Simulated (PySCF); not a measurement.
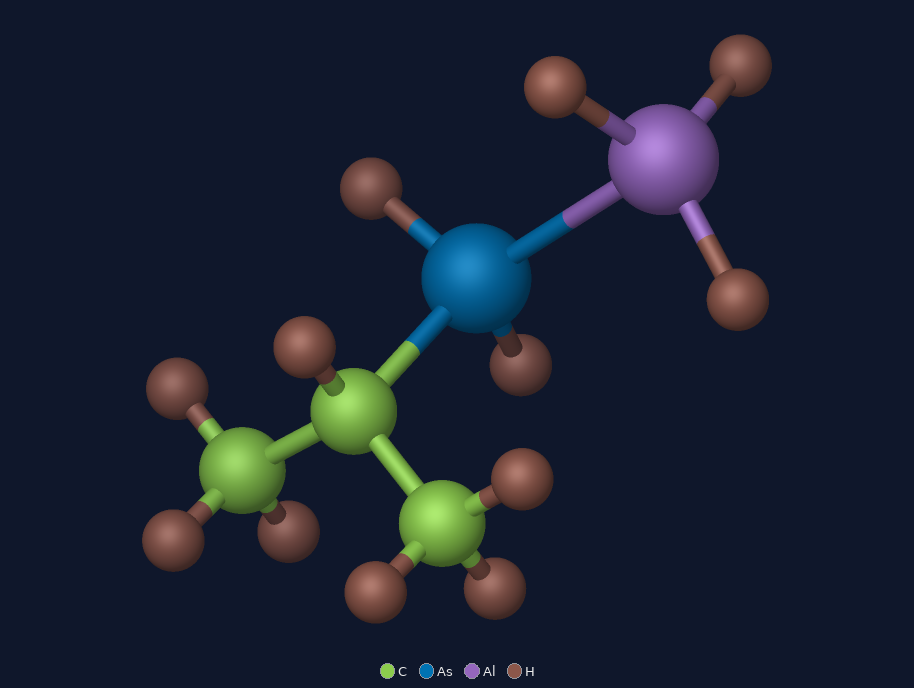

Rendered structure (ball-and-stick style). Every bond is drawn as one stick, whatever its order.

Describe the molecule.

Formula C₃H₁₂AlAs. SMILES: `CC(C)[AsH2+][AlH3-]`. The point group is C1. Coordination, clear cases only: 3 C tetrahedral; 1 As tetrahedral.

The parts below concern this one geometry. Atoms keep their numbers from picture to picture. The geometry was computed by an optimisation with PBE0-D3(BJ)/def2-SVP. No frequency run is at hand to confirm it as a minimum.

## Shape

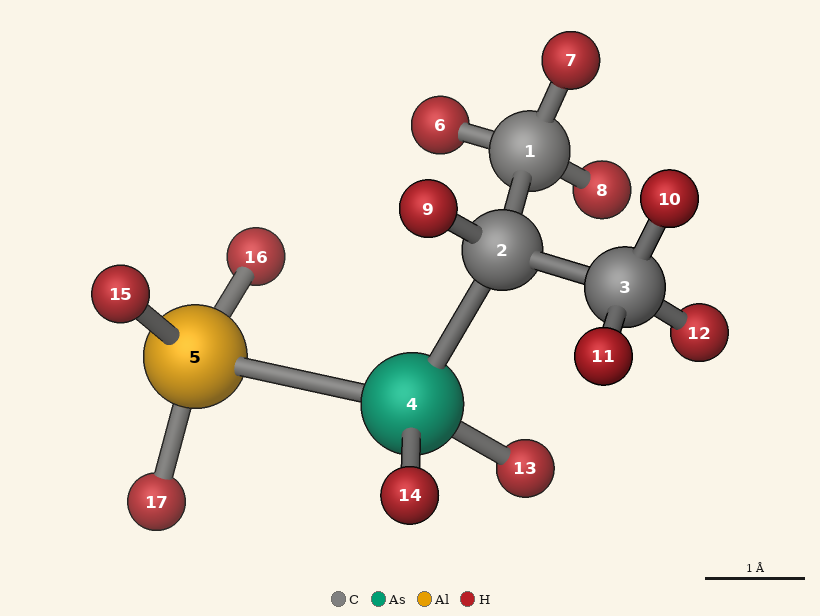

The atoms are numbered. No frequency run is at hand to confirm it as a minimum.

Which atoms are bonded, and how long are the bonds?

```tsv
bond	length (Å)
C1–C2	1.524
C1–H6	1.100
C1–H7	1.102
C1–H8	1.102
C2–C3	1.521
C2–As4	1.968
C2–H9	1.104
C3–H10	1.102
C3–H11	1.100
C3–H12	1.102
As4–Al5	2.588
As4–H13	1.514
As4–H14	1.512
Al5–H15	1.606
Al5–H16	1.605
Al5–H17	1.600
```

## NMR shielding

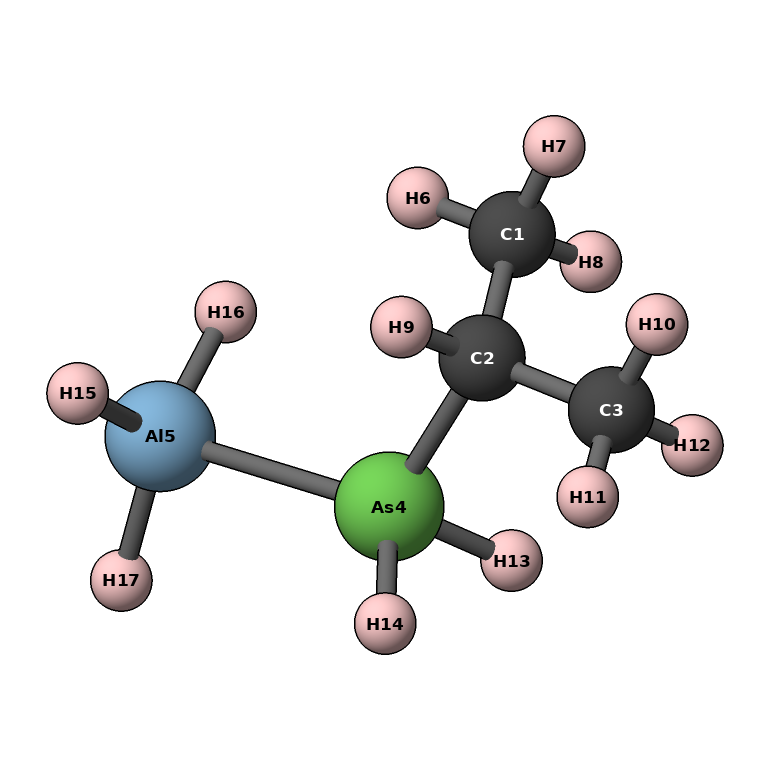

No frequency run is at hand to confirm it as a minimum. Properties computed with GIAO B97-D/pcSseg-1 NMR shielding, non-relativistic, gas phase (PySCF 2.14.0). Principal shieldings σ11 ≤ σ22 ≤ σ33, span Ω = σ33 − σ11, skew κ = 3(σiso − σ22)/Ω.

Give the shielding tensors of the Al atoms.

```json
{"atom": "Al5", "σ11": "444.4", "σ22": "457.1", "σ33": "470.7", "σiso": "457.4", "Ω": "26.3", "κ": "0.03"}
```

Shieldings and span in ppm.

## Dipole moment

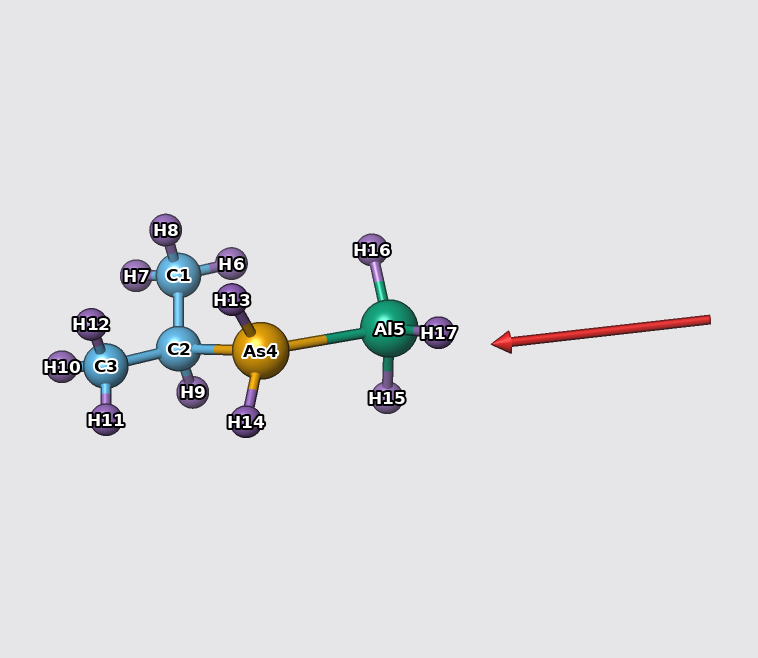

The arrow beside the molecule shows the direction of the dipole moment, from the negative to the positive end (its length means nothing). No frequency run is at hand to confirm it as a minimum. Level of theory: KT2/pcSseg-1, gas phase (PySCF 2.14.0).

How large is the dipole moment?

Answer. 4.98 D; it points from the side of H17 to the side of H10 (the outermost atoms at the two ends).

## Levels of theory compared

No frequency run is at hand to confirm it as a minimum. Program: PySCF 2.14.0.

Compare HOMO energy (eV), HOMO–LUMO gap (eV) at these levels: B3LYP/pcSseg-1; B97-D/pcSseg-1; BLYP/pcSseg-1; BP86/pcSseg-1; KT2/pcSseg-1; KT3/pcSseg-1; LDA/pcSseg-1; OPBE/pcSseg-1; PBE/pcSseg-1; PBE0/pcSseg-1; mPW1PW91/pcSseg-1.

```csv
level,HOMO energy (eV),HOMO–LUMO gap (eV)
B3LYP/pcSseg-1,−7.46,6.98
B97-D/pcSseg-1,−6.44,5.45
BLYP/pcSseg-1,−6.32,5.36
BP86/pcSseg-1,−6.53,5.38
KT2/pcSseg-1,−6.47,5.26
KT3/pcSseg-1,−6.48,5.39
LDA/pcSseg-1,−6.45,5.14
OPBE/pcSseg-1,−6.35,5.46
PBE/pcSseg-1,−6.42,5.33
PBE0/pcSseg-1,−7.65,7.37
mPW1PW91/pcSseg-1,−7.68,7.41
```
